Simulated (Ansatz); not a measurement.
# (CuH)3 ring (Cu3H3): a spread of methods and bases

Aim: run (CuH)3 ring (Cu3H3) under a spread of inputs, and see what each costs and gives.

The runs use Ansatz 0.2.0, Gaussian basis; the settings change from run to run.

**1. The geometry**

The geometry comes from an earlier relaxation with PBE-D4/def2-SVP; it is a stationary point.

6 atoms, charge 0, spin multiplicity 1.

Atoms are counted from 1 here; the program's logs count them from 0.

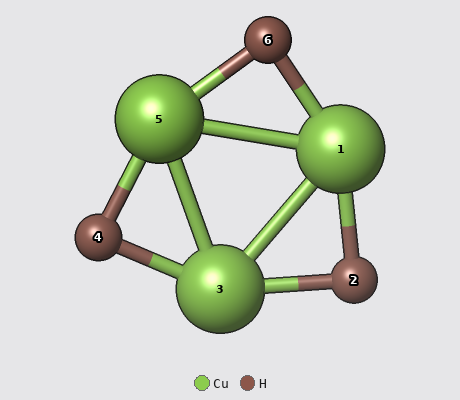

The geometry (copper green, hydrogen brown); atoms are numbered from 1 in the order of the file.

**2. rPW86-PBE/def2-SVPD**

This run has D3(BJ) dispersion.

File in.yaml:

```yaml
crystal:
  periodic: [false, false, false]
  atoms:
    - {symbol: Cu, position_ang: [0.586889, 1.188714, 0.198875]}
    - {symbol: H, position_ang: [-1.057657, 1.554293, 0.205186]}
    - {symbol: Cu, position_ang: [-1.336642, -0.086974, -0.053628]}
    - {symbol: H, position_ang: [-0.828002, -1.676952, -0.280753]}
    - {symbol: Cu, position_ang: [0.749731, -1.101740, -0.145239]}
    - {symbol: H, position_ang: [1.885680, 0.122668, 0.075558]}
basis:
  gaussian: {orbitals: def2-SVPD}
hamiltonian: {xc: {name: rPW86-PBE}, dispersion: d3bj}
scf: {omitted_lower_state_checks: [starts]}
```

The run is started by

```console
$ ansatz run in.yaml --threads 4 --pin off --events-out ev --progress --plain --max-ram 3916MiB
```

Log:

```text
Functional definition: rPW86-PBE
  name "rPW86-PBE"
  cite "Murray, Lee & Langreth, J. Chem. Theory Comput. 5, 2754 (2009) doi:10.1021/ct900365q"
  cite "Perdew, Burke & Ernzerhof, Phys. Rev. Lett. 77, 3865 (1996) doi:10.1103/PhysRevLett.77.3865"
  parent pbe
  exchange = rpw86_x
  correlation = pbe_c
these checks for a lower state are left out or cut short: starts
1392 factors; their error is unknown
mean field evaluation 1: about -134012.9442 eV, gradient 4.7e1 eV
mean field evaluation 2: about -133608.8984 eV, gradient 5.1e2 eV
mean field evaluation 4: about -134017.4392 eV, gradient 7.3e0 eV
mean field evaluation 8: about -134017.5147 eV, gradient 3.1e-2 eV
mean field evaluation 16: about -134017.4535 eV, gradient 2.1e-5 eV
mean field -134017.45347490 eV, -4925.0505749098 hartree, gradient 2.1e-5 eV, S^2 0.000000; 0 other end points of the search recorded, 0 dependent functions left out
reference -134017.45358785 eV, -4925.0505790608 hartree; 45, 45 occupied and 81, 81 virtual orbitals, 1392 factors
Total energy: -134017.61194972 eV, -4925.0563987523 hartree
Checks for a lower state left out: starts
```

Wall time 6.5 s (4 threads of Intel Xeon at 2.50GHz, shared host).

**3. CAM-B3LYP/def2-TZVPD**

Edit in.yaml of step 2 so:

```diff
@@ -10,4 +10,5 @@
 basis:
-  gaussian: {orbitals: def2-SVPD}
-hamiltonian: {xc: {name: rPW86-PBE}, dispersion: d3bj}
+  gaussian: {orbitals: def2-TZVPD}
+hamiltonian: {xc: {name: CAM-B3LYP}}
 scf: {omitted_lower_state_checks: [starts]}
+output: {forces: true}
```

Launched as before.

Log, shortened:

```text
Functional definition: CAM-B3LYP
  name "CAM-B3LYP"
  cite "Yanai, Tew & Handy, Chem. Phys. Lett. 393, 51 (2004) doi:10.1016/j.cplett.2004.06.011"
  cite "Iikura, Tsuneda, Yanai & Hirao, J. Chem. Phys. 115, 3540 (2001) doi:10.1063/1.1383587"
  cite "Becke, Phys. Rev. A 38, 3098 (1988) doi:10.1103/PhysRevA.38.3098"
  cite "Lee, Yang & Parr, Phys. Rev. B 37, 785 (1988) doi:10.1103/PhysRevB.37.785"
  cite "Vosko, Wilk & Nusair, Can. J. Phys. 58, 1200 (1980) doi:10.1139/p80-159"
[...]
  # Exact exchange under (alpha + beta erf(omega r))/r, Becke's under what is left of 1/r.
[...]
1662 factors; integrals over basis functions are off by at most 6.7e-4 eV
432 factors; integrals over basis functions are off by at most 3.2e-5 eV
[...]
mean field -133981.32272462 eV, -4923.7227943274 hartree, gradient 3.8e-5 eV, S^2 0.000000; 0 other end points of the search recorded, 0 dependent functions left out
[...]
reference -133981.32284112 eV, -4923.7227986088 hartree; 45, 45 occupied and 126, 126 virtual orbitals, 1662 factors
Total energy: -133981.32284112 eV, -4923.7227986088 hartree
Atom 0 at     0.586889     1.188714     0.198875 Å, force     0.307766     0.622664     0.104341 eV/Å
Atom 1 at    -1.057657     1.554293     0.205186 Å, force     0.102563    -0.151156    -0.020132 eV/Å
Atom 2 at    -1.336642    -0.086974    -0.053628 Å, force    -0.700085    -0.045436    -0.028000 eV/Å
Atom 3 at    -0.828002    -1.676952    -0.280753 Å, force     0.080538     0.162912     0.027408 eV/Å
Atom 4 at     0.749731    -1.101740    -0.145239 Å, force     0.392507    -0.577187    -0.076361 eV/Å
Atom 5 at     1.885680     0.122668     0.075558 Å, force    -0.183289    -0.011796    -0.007256 eV/Å
Dipole moment:    -0.000018    -0.000003     0.000003 e Å
Checks for a lower state left out: starts
```

Run time: 17 s. Hardware: 4 threads of Intel Xeon at 2.50GHz, shared host; peak memory 0.7 GiB.

Largest force 0.702 eV/Å, dipole 0.00 D.

**4. wB97/cc-pVDZ**

Options: unrestricted orbitals.

Edit in.yaml of step 3 so:

```diff
@@ -10,5 +10,5 @@
 basis:
-  gaussian: {orbitals: def2-TZVPD}
-hamiltonian: {xc: {name: CAM-B3LYP}}
-scf: {omitted_lower_state_checks: [starts]}
+  gaussian: {orbitals: cc-pVDZ}
+magnetization: {spin_polarized: true, initial_magnetization: 0}
+hamiltonian: {xc: {name: wB97}}
 output: {forces: true}
```

Launched as before.

Log, shortened:

```text
Functional definition: wB97
  name "wB97"
  cite "Chai & Head-Gordon, J. Chem. Phys. 128, 084106 (2008) doi:10.1063/1.2834918"
  cite "Becke, J. Chem. Phys. 107, 8554 (1997) doi:10.1063/1.475007"
[...]
  # The coefficients of nought are those of the uniform gas.
[...]
      + integral(e_c_pw_opposite_spin*poly(b97_u_opposite, 1, cos1, cos2, cos3, cos4))
1788 factors; their error is unknown
320 factors; integrals over basis functions are off by at most 1.6e-4 eV
[...]
mean field -133987.43963396 eV, -4923.9475865995 hartree, gradient 6.0e-5 eV, S^2 0.000000; 0 other end points of the search recorded, 0 dependent functions left out
[...]
reference -133987.43961929 eV, -4923.9475860605 hartree; 45, 45 occupied and 99, 99 virtual orbitals, 1788 factors
Total energy: -133987.43961929 eV, -4923.9475860605 hartree
Atom 0 at     0.586889     1.188714     0.198875 Å, force     0.318355     0.644029     0.107918 eV/Å
Atom 1 at    -1.057657     1.554293     0.205186 Å, force     0.098814    -0.145692    -0.019413 eV/Å
Atom 2 at    -1.336642    -0.086974    -0.053628 Å, force    -0.724864    -0.046625    -0.028929 eV/Å
Atom 3 at    -0.828002    -1.676952    -0.280753 Å, force     0.077641     0.157014     0.026422 eV/Å
Atom 4 at     0.749731    -1.101740    -0.145239 Å, force     0.406702    -0.597384    -0.079011 eV/Å
Atom 5 at     1.885680     0.122668     0.075558 Å, force    -0.176647    -0.011342    -0.006986 eV/Å
Dipole moment:    -0.000015    -0.000000     0.000003 e Å
```

It took 28 s on 4 threads of Intel Xeon at 2.50GHz, shared host; peak memory 0.59 GiB.

Largest force 0.727 eV/Å, dipole 0.00 D, ⟨S²⟩ 0.000.

**5. RPBE/def2-TZVPD**

Edit in.yaml of step 4 so:

```diff
@@ -10,5 +10,5 @@
 basis:
-  gaussian: {orbitals: cc-pVDZ}
-magnetization: {spin_polarized: true, initial_magnetization: 0}
-hamiltonian: {xc: {name: wB97}}
+  gaussian: {orbitals: def2-TZVPD}
+hamiltonian: {xc: {name: RPBE}}
+scf: {omitted_lower_state_checks: [starts]}
 output: {forces: true}
```

Same command.

Log, shortened:

```text
Functional definition: RPBE
  name "RPBE"
  cite "Hammer, Hansen & Nørskov, Phys. Rev. B 59, 7413 (1999) doi:10.1103/PhysRevB.59.7413"
  cite "Perdew, Burke & Ernzerhof, Phys. Rev. Lett. 77, 3865 (1996) doi:10.1103/PhysRevLett.77.3865"
[...]
1560 factors; their error is unknown
[...]
mean field -133969.58297642 eV, -4923.2913665386 hartree, gradient 3.6e-5 eV, S^2 0.000000; 0 other end points of the search recorded, 0 dependent functions left out
[...]
reference -133969.58302378 eV, -4923.2913682789 hartree; 45, 45 occupied and 126, 126 virtual orbitals, 1560 factors
Total energy: -133969.58302378 eV, -4923.2913682789 hartree
Atom 0 at     0.586889     1.188714     0.198875 Å, force     0.351222     0.710744     0.119042 eV/Å
Atom 1 at    -1.057657     1.554293     0.205186 Å, force    -0.025890     0.037639     0.004829 eV/Å
Atom 2 at    -1.336642    -0.086974    -0.053628 Å, force    -0.799051    -0.051921    -0.031993 eV/Å
Atom 3 at    -0.828002    -1.676952    -0.280753 Å, force    -0.020046    -0.040778    -0.006723 eV/Å
Atom 4 at     0.749731    -1.101740    -0.145239 Å, force     0.448006    -0.658772    -0.087058 eV/Å
Atom 5 at     1.885680     0.122668     0.075558 Å, force     0.045759     0.003088     0.001904 eV/Å
Dipole moment:    -0.000018    -0.000002     0.000002 e Å
Checks for a lower state left out: starts
```

It took 6 s on 4 threads of Intel Xeon at 2.50GHz, shared host.

Largest force 0.802 eV/Å, dipole 0.00 D.

**6. All runs side by side**

| level | charge | multiplicity | geometry | functions | energy (eV) | time |
| --- | --- | --- | --- | --- | --- | --- |
| rPW86-PBE/def2-SVPD | 0 | 1 | relaxed | 126 | -134017.612 | 6.5 s |
| CAM-B3LYP/def2-TZVPD | 0 | 1 | relaxed | 171 | -133981.323 | 17 s |
| wB97/cc-pVDZ | 0 | 1 | relaxed | 144 | -133987.440 | 28 s |
| RPBE/def2-TZVPD | 0 | 1 | relaxed | 171 | -133969.583 | 6 s |

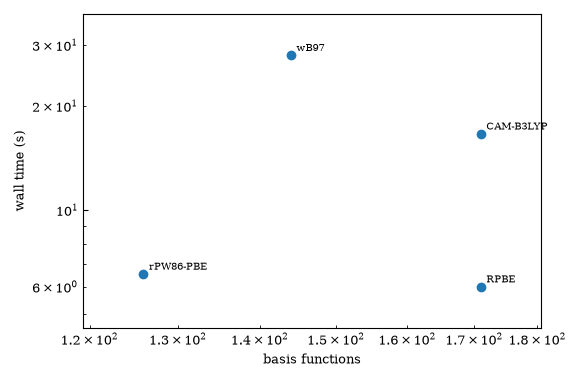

Wall time against the number of basis functions (shared host).

**7. Outcome**

| quantity | value |
| --- | --- |
| runs | 4 |
| quickest | RPBE/def2-TZVPD, 6 s |
| slowest | wB97/cc-pVDZ, 28 s |
| spread of total energies, same state and geometry | 48.0 eV |
| dipole, same state and geometry | 0.00 to 0.00 D |

In words: Run time spans a factor of 5, from RPBE/def2-TZVPD to wB97/cc-pVDZ. The jobs differ in tasks and options as well as level. Total energies at one charge and spin differ by 48 eV between levels, so only differences within one level mean anything. At the PBE-D4/def2-SVP geometry and in the same state, runs without warnings or point charges leave forces up to 0.80 eV/Å (RPBE/def2-TZVPD).
